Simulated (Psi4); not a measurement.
Energy and gradient calculation of SiNH4

SiNH4, multiplicity 2, computed with CAM-B3LYP/def2-TZVP, UKS (Psi4 1.11).

A bond length was changed on purpose from its optimised value.

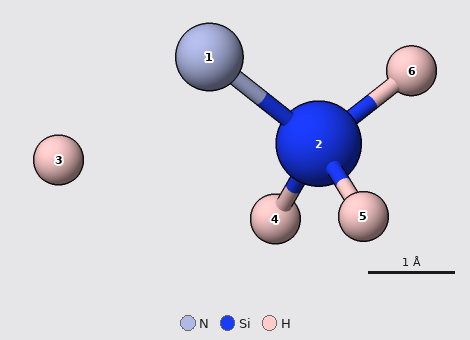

*The input geometry (ball-and-stick view, seen at a tilt; atoms are numbered from 1 in the order of the input). Sticks are drawn by distance; a stretched bond gets none, so the picture shows separate pieces.*

Bond lengths as drawn: H–Si 1.48 to 1.49 Å and N–Si 1.75 Å.

## Input (h4nsi.py)
```python
import psi4

psi4.set_memory(2200000000)
psi4.set_num_threads(1)
psi4.core.set_output_file('output.dat', False)

with open('h4nsi.xyz') as f:
    atoms = ''.join(f.readlines()[2:])
molecule = psi4.geometry('0 2\n' + atoms + 'symmetry c1\nno_reorient\nno_com')

options = {'reference': 'uks', 'puream': True, 'e_convergence': 1e-09, 'd_convergence': 1e-08, 'scf_type': 'pk', 'dft_radial_points': 99, 'dft_spherical_points': 590, 'maxiter': 100}
psi4.set_options(options)

e_tot = psi4.gradient('cam-b3lyp/def2-TZVP', molecule=molecule)
print('gradient / Eh bohr^-1')
print(e_tot.np.round(6))
for k, v in sorted(psi4.core.scalar_variables().items()):
    print(f'{k:45s} {v:18.10f}')
```

## File h4nsi.xyz
```
6
H4NSi
N      0.195261     0.131397     1.553658
Si    -0.600539     1.314197     0.534158
H      0.922800    -1.640700     0.372700
H     -1.707439     0.684297    -0.241342
H      0.392661     1.878397    -0.424742
H     -1.144939     2.401397     1.380358
```

Hardware: 1 thread of AMD EPYC (Zen 5), 32 GiB of memory available, shared host.

Run as:
```bash
python h4nsi.py
```

## What the program printed
```
gradient() will perform analytic gradient computation.

   => Loading Basis Set <=

    Name: DEF2-TZVP
    Role: ORBITAL
    Keyword: BASIS

         ---------------------------------------------------------
                                   SCF
                              UKS Reference
                        1 Threads,   2098 MiB Core
         ---------------------------------------------------------

  ==> Geometry <==

    Molecular point group: c1
    Full point group: C1

    Geometry (in Angstrom), charge = 0, multiplicity = 2:

       Center              X                  Y                   Z               Mass
    ------------   -----------------  -----------------  -----------------  -----------------
         N            0.195261000000     0.131397000000     1.553658000000    14.003074004430
         SI          -0.600539000000     1.314197000000     0.534158000000    27.976926534650
         H            0.922800000000    -1.640700000000     0.372700000000     1.007825032230
         H           -1.707439000000     0.684297000000    -0.241342000000     1.007825032230
         H            0.392661000000     1.878397000000    -0.424742000000     1.007825032230
         H           -1.144939000000     2.401397000000     1.380358000000     1.007825032230

  Running in c1 symmetry.

  Rotational constants: A =      0.49769  B =      0.18693  C =      0.14269 [cm^-1]
  Rotational constants: A =  14920.39605  B =   5604.05426  C =   4277.88672 [MHz]
  Nuclear repulsion =   53.647404595619427

  Charge       = 0
  Multiplicity = 2
  Electrons    = 25
  Nalpha       = 13
  Nbeta        = 12

  ==> Algorithm <==

  SCF Algorithm Type is PK.
  DIIS enabled.
  MOM disabled.
  Fractional occupation disabled.
  Guess Type is SAD.
  Energy threshold   = 1.00e-09
  Density threshold  = 1.00e-08
  Integral threshold = 1.00e-12

  ==> Primary Basis <==

  Basis Set: DEF2-TZVP
    Blend: DEF2-TZVP
    Number of shells: 40
    Number of basis functions: 92
    Number of Cartesian functions: 102
    Spherical Harmonics?: true
    Max angular momentum: 3

  ==> DFT Potential <==

   => LibXC <=

    Version 7.1.2

   => Composite Functional: CAM-B3LYP <=

    CAM-B3LYP Hyb-GGA Exchange-Correlation Functional

    Deriv               =              1
    GGA                 =           TRUE
    Meta                =          FALSE

    Exchange Hybrid     =           TRUE
    MP2 Hybrid          =          FALSE

   => Exchange Functionals <=

    0.3500         Becke 88 [omega = 0.3300]
    0.4600   Short-range recipe for B88 functional - erf [omega = 0.3300]

   => Exact (HF) Exchange <=

    0.4600            HF,LR [omega = 0.3300]
    0.1900               HF

   => Correlation Functionals <=

    0.1900   Vosko, Wilk & Nusair (VWN5)
    0.8100   Lee, Yang & Parr

   => LibXC Density Thresholds  <==

    XC_HYB_GGA_XC_CAM_B3LYP:  1.00E-14

   => Molecular Quadrature <=

    Radial Scheme          =       TREUTLER
    Pruning Scheme         =           NONE
    Nuclear Scheme         =       TREUTLER

    Blocking Scheme        =         OCTREE
    BS radius alpha        =              1
    Pruning alpha          =              1
    Radial Points          =             99
    Spherical Points       =            590
    Total Points           =         337431
    Total Blocks           =           2467
    Max Points             =            256
    Max Functions          =             91
    Weights Tolerance      =       1.00E-15

  ==> Integral Setup <==

  Using in-core PK algorithm.
   Calculation information:
      Number of atoms:                   6
      Number of AO shells:              40
      Number of primitives:             71
      Number of atomic orbitals:       102
      Number of basis functions:        92

      Integral cutoff                 1.00e-12
      Number of threads:                 1

  Performing in-core PK
  Using 27458343 doubles for integral storage.
  We computed 317503 shell quartets total.
  Whereas there are 336610 unique shell quartets.

  Computing range-separated integrals for PK
  We computed 317503 wK shell quartets total.
  Whereas there are 336610 wK unique shell quartets.

  ==> DiskJK: Disk-Based J/K Matrices <==

    J tasked:                  Yes
    K tasked:                  Yes
    wK tasked:                 Yes
    Omega:               3.300E-01
    Memory [MiB]:              825
    Schwarz Cutoff:          1E-12

  Cached 100.0% of DFT collocation blocks in 0.731 [GiB].

  Minimum eigenvalue in the overlap matrix is 2.5175281699E-03.
  Reciprocal condition number of the overlap matrix is 5.0093516097E-04.
    Using symmetric orthogonalization.

  ==> Pre-Iterations <==

  SCF Guess: Superposition of Atomic Densities via on-the-fly atomic UHF (no occupation information).

   -------------------------
    Irrep   Nso     Nmo
   -------------------------
     A         92      92
   -------------------------
    Total      92      92
   -------------------------

  ==> Iterations <==

                        Total Energy        Delta E     RMS |[F,P]|

   @UKS iter SAD:  -345.61610174558751   -3.45616e+02   0.00000e+00
   @UKS iter   1:  -346.02519858718341   -4.09097e-01   8.22497e-03 ADIIS/DIIS
   @UKS iter   2:  -345.24747269908602    7.77726e-01   1.33695e-02 ADIIS/DIIS
   @UKS iter   3:  -346.39935059097058   -1.15188e+00   9.67642e-04 ADIIS/DIIS
   @UKS iter   4:  -346.39989708580885   -5.46495e-04   1.29262e-03 ADIIS/DIIS
   @UKS iter   5:  -346.40892420084668   -9.02712e-03   5.36511e-04 ADIIS/DIIS
   @UKS iter   6:  -346.41416434104110   -5.24014e-03   3.35581e-04 ADIIS/DIIS
   @UKS iter   7:  -346.41193686077082    2.22748e-03   2.94429e-04 ADIIS/DIIS
   @UKS iter   8:  -346.40747564337869    4.46122e-03   8.16894e-05 DIIS
   @UKS iter   9:  -346.40737147895737    1.04164e-04   6.18042e-05 DIIS
   @UKS iter  10:  -346.40739814621833   -2.66673e-05   1.69016e-05 DIIS
   @UKS iter  11:  -346.40740656902227   -8.42280e-06   9.19656e-06 DIIS
   @UKS iter  12:  -346.40740762431284   -1.05529e-06   5.31967e-06 DIIS
   @UKS iter  13:  -346.40740984896308   -2.22465e-06   3.26870e-06 DIIS
   @UKS iter  14:  -346.40741072067880   -8.71716e-07   1.91364e-06 DIIS
   @UKS iter  15:  -346.40741092346980   -2.02791e-07   6.01346e-07 DIIS
   @UKS iter  16:  -346.40741094115668   -1.76869e-08   4.44768e-07 DIIS
   @UKS iter  17:  -346.40741095912915   -1.79725e-08   2.97238e-07 DIIS
   @UKS iter  18:  -346.40741097099425   -1.18651e-08   1.19670e-07 DIIS
   @UKS iter  19:  -346.40741097270728   -1.71303e-09   3.86732e-08 DIIS
   @UKS iter  20:  -346.40741097273161   -2.43290e-11   1.20567e-08 DIIS
   @UKS iter  21:  -346.40741097273605   -4.43379e-12   4.86503e-09 DIIS
  Energy and wave function converged.

  ==> Post-Iterations <==

   Electrons on quadrature grid:
      Nalpha   =   12.9999999613 ; deviation = -3.869e-08
      Nbeta    =   12.0000000211 ; deviation = 2.109e-08
      Ntotal   =   24.9999999824 ; deviation = -1.760e-08

   @Spin Contamination Metric:   1.100317047E-02
   @S^2 Expected:                7.500000000E-01
   @S^2 Observed:                7.610031705E-01
   @S   Expected:                5.000000000E-01
   @S   Observed:                5.000000000E-01

    Orbital Energies [Eh]
    ---------------------

    Alpha Occupied:

       1A    -66.199805     2A    -14.466106     3A     -5.364452
       4A     -3.723141     5A     -3.722111     6A     -3.722024
       7A     -0.883633     8A     -0.600652     9A     -0.455551
      10A     -0.441390    11A     -0.409412    12A     -0.379049
      13A     -0.342657

    Alpha Virtual:

      14A     -0.132965    15A      0.050433    16A      0.092630
      17A      0.099409    18A      0.101982    19A      0.196608
      20A      0.199178    21A      0.259144    22A      0.276254
      23A      0.282131    24A      0.285022    25A      0.326365
      26A      0.332746    27A      0.352529    28A      0.399605
      29A      0.450809    30A      0.458709    31A      0.512349
      32A      0.567387    33A      0.582193    34A      0.587171
      35A      0.646828    36A      0.935914    37A      0.943938
      38A      0.945843    39A      0.994332    40A      1.001877
      41A      1.040059    42A      1.058209    43A      1.061222
      44A      1.146539    45A      1.154164    46A      1.155728
      47A      1.236056    48A      1.243913    49A      1.289281
      50A      1.380638    51A      1.393333    52A      1.460935
      53A      1.500537    54A      1.589618    55A      1.656347
      56A      1.664117    57A      1.672921    58A      1.728817
      59A      1.900514    60A      1.910310    61A      1.987706
      62A      2.026296    63A      2.047040    64A      2.087799
      65A      2.134671    66A      2.188587    67A      2.229383
      68A      2.295371    69A      2.347059    70A      2.416026
      71A      2.428629    72A      2.613494    73A      2.847269
      74A      2.860413    75A      2.872101    76A      3.924443
      77A      3.935628    78A      4.003457    79A      4.008952
      80A      4.062527    81A      4.087671    82A      4.176516
      83A      4.532033    84A      4.563078    85A      4.801836
      86A      4.837063    87A      5.009155    88A      6.191826
      89A      6.206563    90A      6.538260    91A     11.057644
      92A     31.426097

    Beta Occupied:

       1A    -66.200067     2A    -14.448429     3A     -5.364693
       4A     -3.723465     5A     -3.722472     6A     -3.722245
       7A     -0.831375     8A     -0.591396     9A     -0.439597
      10A     -0.425010    11A     -0.390300    12A     -0.333296

    Beta Virtual:

      13A     -0.119226    14A     -0.086191    15A      0.052771
      16A      0.099411    17A      0.103857    18A      0.104287
      19A      0.197214    20A      0.199200    21A      0.262117
      22A      0.279759    23A      0.288536    24A      0.299622
      25A      0.331663    26A      0.338295    27A      0.352711
      28A      0.403746    29A      0.453512    30A      0.493199
      31A      0.515731    32A      0.575835    33A      0.588218
      34A      0.591640    35A      0.652518    36A      0.944928
      37A      0.949224    38A      0.951520    39A      1.002982
      40A      1.011900    41A      1.044004    42A      1.058682
      43A      1.063885    44A      1.148415    45A      1.162154
      46A      1.169625    47A      1.255346    48A      1.266839
      49A      1.291014    50A      1.382152    51A      1.395002
      52A      1.475367    53A      1.511125    54A      1.592588
      55A      1.670029    56A      1.683555    57A      1.688740
      58A      1.738486    59A      1.902899    60A      1.914622
      61A      1.991594    62A      2.040255    63A      2.049699
      64A      2.090314    65A      2.160136    66A      2.234838
      67A      2.251579    68A      2.301180    69A      2.364113
      70A      2.428855    71A      2.435191    72A      2.621061
      73A      2.853744    74A      2.866483    75A      2.881767
      76A      3.979614    77A      3.989995    78A      4.042160
      79A      4.047470    80A      4.093504    81A      4.116866
      82A      4.201311    83A      4.603733    84A      4.635284
      85A      4.844098    86A      4.871963    87A      5.037869
      88A      6.191924    89A      6.206299    90A      6.539473
      91A     11.057742    92A     31.445836

    Final Occupation by Irrep:
              A
    DOCC [    12 ]
    SOCC [     1 ]
    NA   [    13 ]
    NB   [    12 ]

  @UKS Final Energy:  -346.40741097273605

   => Energetics <=

    Nuclear Repulsion Energy =             53.6474045956194274
    One-Electron Energy =                -584.2297024229684439
    Two-Electron Energy =                 205.9188755061941265
    DFT Exchange-Correlation Energy =     -21.7439886515810983
    Empirical Dispersion Energy =           0.0000000000000000
    VV10 Nonlocal Energy =                  0.0000000000000000
    Total Energy =                       -346.4074109727360451

  UHF NO Occupations:
  HONO-2 :   11  A 1.9993128
  HONO-1 :   12  A 1.9959336
  HONO-0 :   13  A 1.0000000
  LUNO+0 :   14  A 0.0040664
  LUNO+1 :   15  A 0.0006872
  LUNO+2 :   16  A 0.0004877
  LUNO+3 :   17  A 0.0002189

Computation Completed

Properties will be evaluated at   0.000000,   0.000000,   0.000000 [a0]

Properties computed using the SCF density matrix

 Multipole Moments:

 ------------------------------------------------------------------------------------
     Multipole            Electronic (a.u.)      Nuclear  (a.u.)        Total (a.u.)
 ------------------------------------------------------------------------------------

 L = 1.  Multiply by 2.5417464519 to convert [e a0] to [Debye]
 Dipole X            :         16.0429400          -16.2093828           -0.1664429
 Dipole Y            :        -42.6519771           42.7870429            0.1350658
 Dipole Z            :        -37.2210992           36.7377725           -0.4833267
 Magnitude           :                                                    0.5287255

 ------------------------------------------------------------------------------------

	total time  =         26 seconds =       0.43 minutes

         ------------------------------------------------------------
                                   SCF GRAD
         ------------------------------------------------------------

  ==> Geometry <==

    Molecular point group: c1
    Full point group: C1

    Geometry (in Angstrom), charge = 0, multiplicity = 2:

       Center              X                  Y                   Z               Mass
    ------------   -----------------  -----------------  -----------------  -----------------
         N            0.195261000000     0.131397000000     1.553658000000    14.003074004430
         SI          -0.600539000000     1.314197000000     0.534158000000    27.976926534650
         H            0.922800000000    -1.640700000000     0.372700000000     1.007825032230
         H           -1.707439000000     0.684297000000    -0.241342000000     1.007825032230
         H            0.392661000000     1.878397000000    -0.424742000000     1.007825032230
         H           -1.144939000000     2.401397000000     1.380358000000     1.007825032230

  Nuclear repulsion =   53.647404595619427

  ==> Basis Set <==

  Basis Set: DEF2-TZVP
    Blend: DEF2-TZVP
    Number of shells: 40
    Number of basis functions: 92
    Number of Cartesian functions: 102
    Spherical Harmonics?: true
    Max angular momentum: 3

  ==> DirectJKGrad: Integral-Direct SCF Gradients <==

    Gradient:                    1
    J tasked:                  Yes
    K tasked:                  Yes
    wK tasked:                 Yes
    Omega:               3.300E-01
    Integrals threads:           1
    Schwarz Cutoff:          1E-12

  ==> DFT Potential <==

   => LibXC <=

    Version 7.1.2

   => Composite Functional: CAM-B3LYP <=

    CAM-B3LYP Hyb-GGA Exchange-Correlation Functional

    Deriv               =              1
    GGA                 =           TRUE
    Meta                =          FALSE

    Exchange Hybrid     =           TRUE
    MP2 Hybrid          =          FALSE

   => Exchange Functionals <=

    0.3500         Becke 88 [omega = 0.3300]
    0.4600   Short-range recipe for B88 functional - erf [omega = 0.3300]

   => Exact (HF) Exchange <=

    0.4600            HF,LR [omega = 0.3300]
    0.1900               HF

   => Correlation Functionals <=

    0.1900   Vosko, Wilk & Nusair (VWN5)
    0.8100   Lee, Yang & Parr

   => LibXC Density Thresholds  <==

    XC_HYB_GGA_XC_CAM_B3LYP:  1.00E-14

   => Molecular Quadrature <=

    Radial Scheme          =       TREUTLER
    Pruning Scheme         =           NONE
    Nuclear Scheme         =       TREUTLER

    Blocking Scheme        =         OCTREE
    BS radius alpha        =              1
    Pruning alpha          =              1
    Radial Points          =             99
    Spherical Points       =            590
    Total Points           =         337431
    Total Blocks           =           2467
    Max Points             =            256
    Max Functions          =             91
    Weights Tolerance      =       1.00E-15

  -Total Gradient:
     Atom            X                  Y                   Z
    ------   -----------------  -----------------  -----------------
       1       -0.022090629160     0.046897607950     0.012015334973
       2        0.002745159194     0.000142663792     0.022308946318
       3        0.020449361018    -0.047499757358    -0.025552410993
       4       -0.001993083499    -0.002145516474    -0.002935876185
       5        0.002338699068     0.000509580648    -0.003130512235
       6       -0.001453171074     0.002102388432    -0.002708168414

	total time  =          6 seconds =       0.10 minutes
```

## Standard output
```
gradient / Eh bohr^-1
[[-0.022091  0.046898  0.012015]
 [ 0.002745  0.000143  0.022309]
 [ 0.020449 -0.0475   -0.025552]
 [-0.001993 -0.002146 -0.002936]
 [ 0.002339  0.00051  -0.003131]
 [-0.001453  0.002102 -0.002708]]
CURRENT ENERGY                                   -346.4074109727
CURRENT REFERENCE ENERGY                         -346.4074109727
DD SOLVATION ENERGY                                 0.0000000000
DFT FUNCTIONAL TOTAL ENERGY                      -346.4074109727
DFT TOTAL ENERGY                                 -346.4074109727
DFT VV10 ENERGY                                     0.0000000000
DFT XC ENERGY                                     -21.7439886516
GRID ELECTRONS ALPHA                               12.9999999613
GRID ELECTRONS BETA                                12.0000000211
GRID ELECTRONS TOTAL                               24.9999999824
NUCLEAR REPULSION ENERGY                           53.6474045956
ONE-ELECTRON ENERGY                              -584.2297024230
PCM POLARIZATION ENERGY                             0.0000000000
PE ENERGY                                           0.0000000000
SCF ITERATION ENERGY                             -346.4074109727
SCF ITERATIONS                                     21.0000000000
SCF TOTAL ENERGY                                 -346.4074109727
TWO-ELECTRON ENERGY                               205.9188755062
XC GRID RADIAL POINTS                              99.0000000000
XC GRID SPHERICAL POINTS                          590.0000000000
XC GRID TOTAL POINTS                           337431.0000000000
```

## Results in brief

- outcome: converged
- total energy: −346.407411 hartree
- basis functions: 92
- largest force: 2.966 eV/Å
- ⟨S²⟩: 0.761
- dipole moment: 1.34 D
- wall time: 32 s
- peak memory: 1.2 GiB
